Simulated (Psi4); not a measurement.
Run report: C2H3In, excited-state calculation

The run: excited-state calculation of C2H3In. Method and program: TDA (B3LYP)/def2-TZVP, RKS, core potentials def2 (Psi4 1.11).

The geometry comes from this level: PBE0-D4/def2-TZVP.

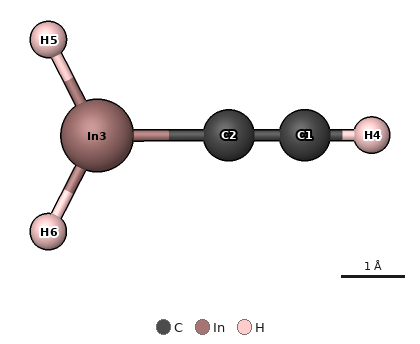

*The input geometry (ball-and-stick view, seen on its broad side; atoms are numbered from 1 in the order of the input). Sticks mark near contacts.*

The input (c2h3in.dat)
```python
memory 1600 mb

molecule {
  0 1
  C     -0.186600    -1.928000     0.015100
  C     -0.070400    -0.723400     0.005900
  In     0.131900     1.363900    -0.010600
  H     -0.289000    -2.989600     0.023300
  H      0.673500     2.081500    -1.468800
  H     -0.259400     2.195500     1.435000
  symmetry c1
}

set {
  basis def2-TZVP
  reference rks
  puream true
  scf_type pk
  dft_radial_points 75
  dft_spherical_points 302
  save_jk true
}

from psi4.driver.procrouting.response.scf_response import tdscf_excitations
result, w = energy('b3lyp', return_wfn=True)
states = tdscf_excitations(w, states=4, tda=True)
```

Machine: 1 thread of AMD EPYC (Zen 5), 16 GiB of memory available, shared host.

Command:
```bash
psi4 c2h3in.dat c2h3in.out -n 1
```

The program's output
```
Psi4 1.11 release

   => Loading Basis Set <=

    Name: DEF2-TZVP
    Role: ORBITAL
    Keyword: BASIS

    !!!  WARNING: ECP capability is in beta. Please check occupations closely.  !!!

         ---------------------------------------------------------
                                   SCF
                              RKS Reference
                        1 Threads,   1525 MiB Core
         ---------------------------------------------------------

  ==> Geometry <==

    Molecular point group: c1
    Full point group: C1

    Geometry (in Angstrom), charge = 0, multiplicity = 1:

       Center              X                  Y                   Z               Mass
    ------------   -----------------  -----------------  -----------------  -----------------
         C           -0.272544676549    -2.817173727020     0.021980726310    12.000000000000
         C           -0.156344676549    -1.612573727020     0.012780726310    12.000000000000
         IN           0.045955323451     0.474726272980    -0.003719273690   114.903878776000
         H           -0.374944676549    -3.878773727020     0.030180726310     1.007825032230
         H            0.587555323451     1.192326272980    -1.461919273690     1.007825032230
         H           -0.345344676549     1.306326272980     1.441880726310     1.007825032230

  Running in c1 symmetry.

  Rotational constants: A =      3.59122  B =      0.09786  C =      0.09527 [cm^-1]
  Rotational constants: A = 107662.04339  B =   2933.89358  C =   2856.06315 [MHz]
  Nuclear repulsion =   91.358346393140707

  Charge       = 0
  Multiplicity = 1
  Electrons    = 36
  Nalpha       = 18
  Nbeta        = 18

  ==> Algorithm <==

  SCF Algorithm Type is PK.
  DIIS enabled.
  MOM disabled.
  Fractional occupation disabled.
  Guess Type is SAD.
  Energy threshold   = 1.00e-06
  Density threshold  = 1.00e-06
  Integral threshold = 1.00e-12

  ==> Primary Basis <==

  Basis Set: DEF2-TZVP
    Blend: DEF2-TZVP
    Number of shells: 50
    Number of basis functions: 130
    Number of Cartesian functions: 149
    Spherical Harmonics?: true
    Max angular momentum: 3

  Core potential: DEF2-TZVP
    Number of shells: 4
    Number of ECP primitives: 18
    Number of ECP core electrons: 28
    Max angular momentum: 3

  ==> DFT Potential <==

   => LibXC <=

    Version 7.1.2

   => Composite Functional: B3LYP <=

    B3LYP Hyb-GGA Exchange-Correlation Functional

    Deriv               =              1
    GGA                 =           TRUE
    Meta                =          FALSE

    Exchange Hybrid     =           TRUE
    MP2 Hybrid          =          FALSE

   => Exchange Functionals <=

    0.0800   Slater exchange
    0.7200         Becke 88

   => Exact (HF) Exchange <=

    0.2000               HF

   => Correlation Functionals <=

    0.1900   Vosko, Wilk & Nusair (VWN5_RPA)
    0.8100   Lee, Yang & Parr

   => LibXC Density Thresholds  <==

    XC_HYB_GGA_XC_B3LYP:  1.00E-15

   => Molecular Quadrature <=

    Radial Scheme          =       TREUTLER
    Pruning Scheme         =           NONE
    Nuclear Scheme         =       TREUTLER

    Blocking Scheme        =         OCTREE
    BS radius alpha        =              1
    Pruning alpha          =              1
    Radial Points          =             75
    Spherical Points       =            302
    Total Points           =         131383
    Total Blocks           =           1061
    Max Points             =            256
    Max Functions          =            129
    Weights Tolerance      =       1.00E-15

  ==> Integral Setup <==

  Using in-core PK algorithm.
   Calculation information:
      Number of atoms:                   6
      Number of AO shells:              50
      Number of primitives:             87
      Number of atomic orbitals:       149
      Number of basis functions:       130

      Integral cutoff                 1.00e-12
      Number of threads:                 1

  Performing in-core PK
  Using 72513740 doubles for integral storage.
  We computed 707577 shell quartets total.
  Whereas there are 813450 unique shell quartets.

  ==> DiskJK: Disk-Based J/K Matrices <==

    J tasked:                  Yes
    K tasked:                  Yes
    wK tasked:                  No
    Memory [MiB]:             1029
    Schwarz Cutoff:          1E-12

  Cached 25.1% of DFT collocation blocks in 0.100 [GiB].

  Minimum eigenvalue in the overlap matrix is 2.3420600235E-05.
  Reciprocal condition number of the overlap matrix is 3.8282427739E-06.
    Using symmetric orthogonalization.

  ==> Pre-Iterations <==

  SCF Guess: Superposition of Atomic Densities via on-the-fly atomic UHF (no occupation information).

   -------------------------
    Irrep   Nso     Nmo
   -------------------------
     A        130     130
   -------------------------
    Total     130     130
   -------------------------

  ==> Iterations <==

                        Total Energy        Delta E     RMS |[F,P]|

   @RKS iter SAD:  -266.76589374933405   -2.66766e+02   0.00000e+00
   @RKS iter   1:  -267.72505713868327   -9.59163e-01   7.03611e-03 ADIIS/DIIS
   @RKS iter   2:  -267.14973165190429    5.75325e-01   9.65177e-03 ADIIS/DIIS
   @RKS iter   3:  -268.10820485815088   -9.58473e-01   2.32783e-03 ADIIS/DIIS
   @RKS iter   4:  -268.13964822896253   -3.14434e-02   1.27801e-03 ADIIS/DIIS
   @RKS iter   5:  -268.15197854967892   -1.23303e-02   3.68603e-04 ADIIS/DIIS
   @RKS iter   6:  -268.15312902996021   -1.15048e-03   4.86335e-05 DIIS
   @RKS iter   7:  -268.15314643068211   -1.74007e-05   1.46655e-05 DIIS
   @RKS iter   8:  -268.15314790539776   -1.47472e-06   1.54589e-06 DIIS
   @RKS iter   9:  -268.15314792270107   -1.73033e-08   2.75778e-07 DIIS
  Energy and wave function converged.

  ==> Post-Iterations <==

   Electrons on quadrature grid:
      Ntotal   =   36.0000044193 ; deviation = 4.419e-06

    Orbital Energies [Eh]
    ---------------------

    Doubly Occupied:

       1A    -10.169437     2A    -10.161416     3A     -4.683281
       4A     -3.092855     5A     -3.080568     6A     -3.080072
       7A     -0.783033     8A     -0.775001     9A     -0.773751
      10A     -0.772684    11A     -0.769913    12A     -0.733846
      13A     -0.538225    14A     -0.453856    15A     -0.334795
      16A     -0.314719    17A     -0.288058    18A     -0.276767

    Virtual:

      19A     -0.083812    20A     -0.001403    21A      0.019803
      22A      0.024429    23A      0.037720    24A      0.051126
      25A      0.065829    26A      0.079450    27A      0.088426
      28A      0.115241    29A      0.138027    30A      0.145467
      31A      0.189745    32A      0.202542    33A      0.241035
      34A      0.269923    35A      0.284077    36A      0.290996
      37A      0.297361    38A      0.341971    39A      0.368673
      40A      0.383697    41A      0.388697    42A      0.393339
      43A      0.406603    44A      0.469686    45A      0.512336
      46A      0.542245    47A      0.572256    48A      0.600593
      49A      0.630040    50A      0.657063    51A      0.686757
      52A      0.689582    53A      0.690116    54A      0.693970
      55A      0.832503    56A      0.833105    57A      0.861782
      58A      0.924842    59A      0.927014    60A      0.942212
      61A      0.964401    62A      0.983633    63A      0.988986
      64A      0.993414    65A      1.003829    66A      1.007888
      67A      1.106901    68A      1.235011    69A      1.330311
      70A      1.413599    71A      1.424918    72A      1.488669
      73A      1.506805    74A      1.590768    75A      1.620376
      76A      1.622694    77A      1.658632    78A      1.710634
      79A      1.712066    80A      1.862401    81A      1.963029
      82A      2.060813    83A      2.068314    84A      2.093215
      85A      2.163587    86A      2.184560    87A      2.193551
      88A      2.215902    89A      2.231406    90A      2.250365
      91A      2.314238    92A      2.319604    93A      2.435471
      94A      2.529829    95A      2.537186    96A      2.538665
      97A      2.543305    98A      2.610637    99A      2.671060
     100A      2.736496   101A      2.741107   102A      2.781996
     103A      2.831935   104A      2.895551   105A      2.942676
     106A      2.946552   107A      2.994172   108A      3.000579
     109A      3.098855   110A      3.108736   111A      3.143249
     112A      3.154933   113A      3.419590   114A      3.433847
     115A      3.604547   116A      3.627989   117A      3.724693
     118A      3.733119   119A      4.201109   120A      4.607341
     121A      4.621350   122A      4.785584   123A      5.268850
     124A     22.148080   125A     22.712050   126A     38.014918
     127A     38.741513   128A     38.965162   129A     39.348272
     130A    124.054076

    Final Occupation by Irrep:
              A
    DOCC [    18 ]
    NA   [    18 ]
    NB   [    18 ]

  @RKS Final Energy:  -268.15314792270107

   => Energetics <=

    Nuclear Repulsion Energy =             91.3583463931407067
    One-Electron Energy =                -620.3348256069130002
    Two-Electron Energy =                 284.0662423909178074
    DFT Exchange-Correlation Energy =     -23.2429110998465269
    Empirical Dispersion Energy =           0.0000000000000000
    VV10 Nonlocal Energy =                  0.0000000000000000
    Total Energy =                       -268.1531479227010664

Computation Completed

Properties will be evaluated at   0.000000,   0.000000,   0.000000 [a0]

Properties computed using the SCF density matrix

 Multipole Moments:

 ------------------------------------------------------------------------------------
     Multipole            Electronic (a.u.)      Nuclear  (a.u.)        Total (a.u.)
 ------------------------------------------------------------------------------------

 L = 1.  Multiply by 2.5417464519 to convert [e a0] to [Debye]
 Dipole X            :          3.3009520           -3.2900290            0.0109230
 Dipole Y            :         34.1063372          -33.9949526            0.1113846
 Dipole Z            :         -0.2664636            0.2657071           -0.0007565
 Magnitude           :                                                    0.1119215

 ------------------------------------------------------------------------------------

	total time  =          7 seconds =       0.12 minutes

******************************************************************************************
**********                               WARNING                                **********
**********       The names of excited state variables changed between 1.5       **********
**********     and 1.6. For a quick solution, remove the symmetry specifier     **********
**********   from the variable name. For full details, see 'Notes on Psivars'   **********
**********                        in the documentation.                         **********
******************************************************************************************

         ---------------------------------------------------------
                         TDSCF excitation energies
         ---------------------------------------------------------

  ==> Options <==

     Residual threshold  : 1.0000e-04
     Initial guess       : denominators
     Reference           : RHF
     Solver type         : TDA (Davidson)

  ==> Requested Excitations <==

      4 singlet states with A symmetry

  ==> Seeking the lowest 4 singlet states with A symmetry

                         Generalized Davidson Solver

  ==> Options <==

    Max number of iterations        = 60
    Eigenvector tolerance           = 1.0000e-04
    Max number of expansion vectors = 800

  => Iterations <=
                           Max[D[value]]     Max[|R|]   # vectors
  DavidsonSolver iter   1:   2.14686e-01  6.04190e-02     16
  DavidsonSolver iter   2:   4.57042e-03  1.28865e-02     20
  DavidsonSolver iter   3:   1.90896e-04  2.39695e-03     24
  DavidsonSolver iter   4:   5.96990e-06  3.84172e-04     28
  DavidsonSolver iter   5:   1.62812e-07  6.28103e-05     30      Converged

******************************************************************************************
**********                               WARNING                                **********
**********  Length-gauge rotatory strengths are **NOT** gauge-origin invariant  **********
******************************************************************************************

                                    Excitation Energy         Total Energy        Oscillator Strength             Rotatory Strength
     #   Sym: GS->ES (Trans)        au              eV              au          au (length)    au (velocity)    au (length)    au (velocity)
    ---- -------------------- --------------- --------------- --------------- --------------- --------------- --------------- ---------------
     1        A->A (1 A)       0.15381         4.18535        -267.99934       0.0000          0.0000          0.0000         -0.0000
     2        A->A (1 A)       0.18190         4.94976        -267.97125       0.0723          0.0076          0.0000         -0.0000
     3        A->A (1 A)       0.19220         5.23008        -267.96095       0.0000          0.0000         -0.0000         -0.0000
     4        A->A (1 A)       0.21230         5.77690        -267.94085       0.0162          0.0028         -0.0000         -0.0000

Contributing excitations
Only contributions with abs(coeff) > 1.00e-01 will be printed:

Excited State    1 (1 A):   0.15381 au   296.23 nm f = 0.0000
  Sums of squares: Xssq =  1.000000e+00
     18a  ->  19a    -0.994787 (98.960%)

Excited State    2 (1 A):   0.18190 au   250.49 nm f = 0.0723
  Sums of squares: Xssq =  1.000000e+00
     17a  ->  19a     0.959477 (92.060%)
     18a  ->  21a    -0.251146 ( 6.307%)

Excited State    3 (1 A):   0.19220 au   237.06 nm f = 0.0000
  Sums of squares: Xssq =  1.000000e+00
     16a  ->  19a    -0.996277 (99.257%)

Excited State    4 (1 A):   0.21230 au   214.62 nm f = 0.0162
  Sums of squares: Xssq =  1.000000e+00
     15a  ->  19a     0.993335 (98.671%)

******************************************************************************************
**********                               WARNING                                **********
**********       The names of excited state variables changed between 1.5       **********
**********     and 1.6. For a quick solution, remove the symmetry specifier     **********
**********   from the variable name. For full details, see 'Notes on Psivars'   **********
**********                        in the documentation.                         **********
******************************************************************************************

    Psi4 run time: 0:00:23.64
```

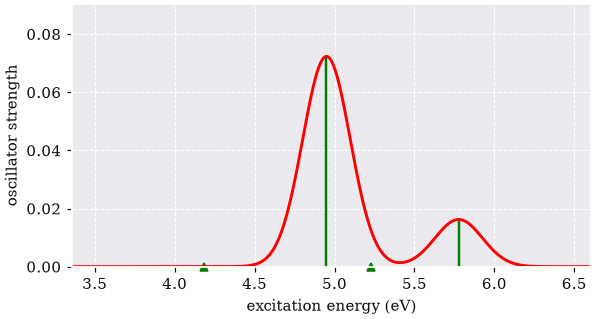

*Computed excitations as sticks (degenerate states added up, dark ones marked on the axis), with a Gaussian envelope of 0.35 eV full width at half maximum, scaled to the tallest.*

Of the 4 states the lowest lies at 4.19 eV (f = 0.000); the strongest line is at 4.95 eV, or 250 nm (f = 0.072).

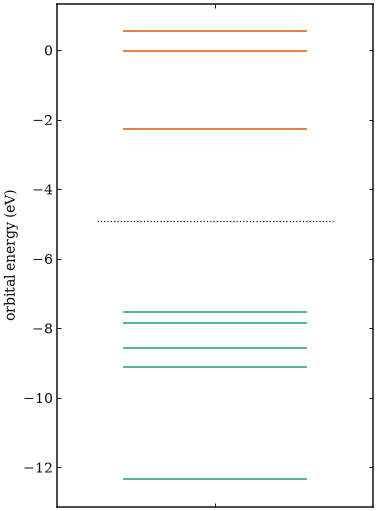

*Orbital energies near the frontier; the dotted line parts filled from empty levels, and levels within 0.02 eV of each other stand side by side.*

Highest filled −7.53 eV, lowest empty −2.28 eV, 5.25 eV apart.

Key numbers

| quantity | value |
| --- | --- |
| outcome | converged |
| total energy | −268.153148 hartree |
| basis functions | 130 |
| HOMO | −7.53 eV |
| LUMO | −2.28 eV |
| dipole moment | 0.28 D |
| lowest excitation | 4.19 eV |
| wall time | 25 s |
| peak memory | 0.88 GiB |
